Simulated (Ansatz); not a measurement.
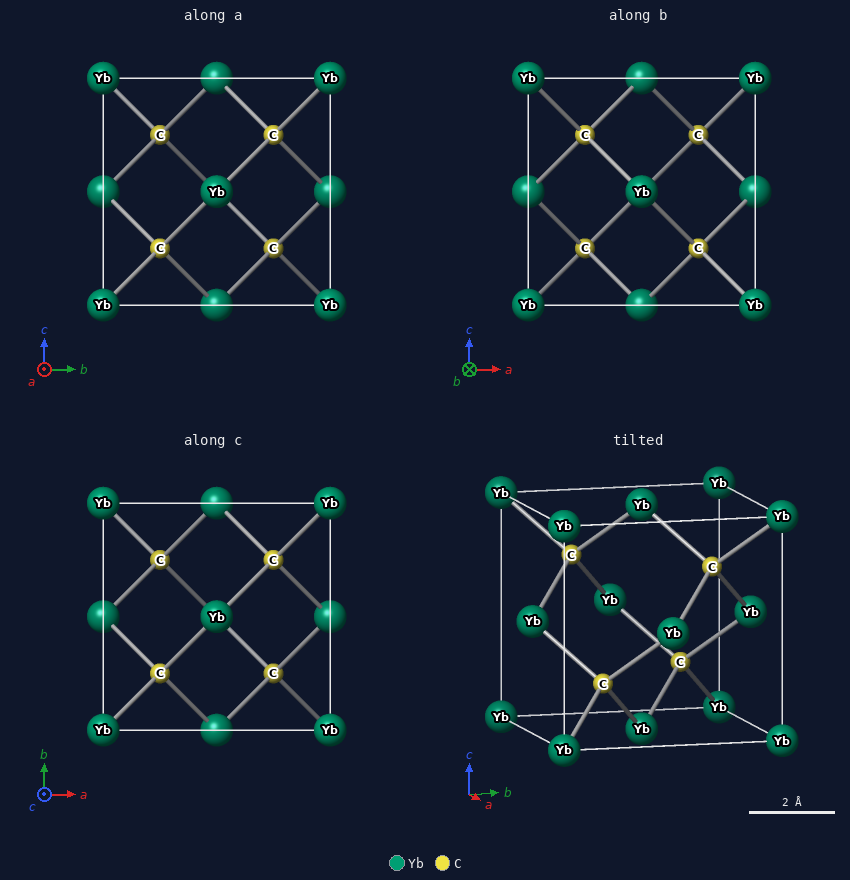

Crystal structure, ball-and-stick style, seen along the a axis, along the b axis, along the c axis and slightly off an axis. One conventional unit cell is framed, with atoms on its boundary repeated.

Lattice parameters: a = 5.393 Å, b = 5.393 Å, c = 5.393 Å, α = 90.00°, β = 90.00°, γ = 90.00°. Put a along x and b in the xy plane.

Q: Put the structure into a POSCAR file.

A:
```
Yb C
1.0
     5.393    0.000    0.000
     0.000    5.393    0.000
     0.000    0.000    5.393
Yb C
4 4
Direct
  0.0000 0.0000 0.0000
  0.0000 0.5000 0.5000
  0.5000 0.0000 0.5000
  0.5000 0.5000 0.0000
  0.2500 0.2500 0.7500
  0.2500 0.7500 0.2500
  0.7500 0.2500 0.2500
  0.7500 0.7500 0.7500
```

The structure comes from a structure type filled with these elements by a generator (whether the compound takes this form wasn't checked). The cell was then strained or its atoms displaced on purpose. It went into a calculation with Ansatz.
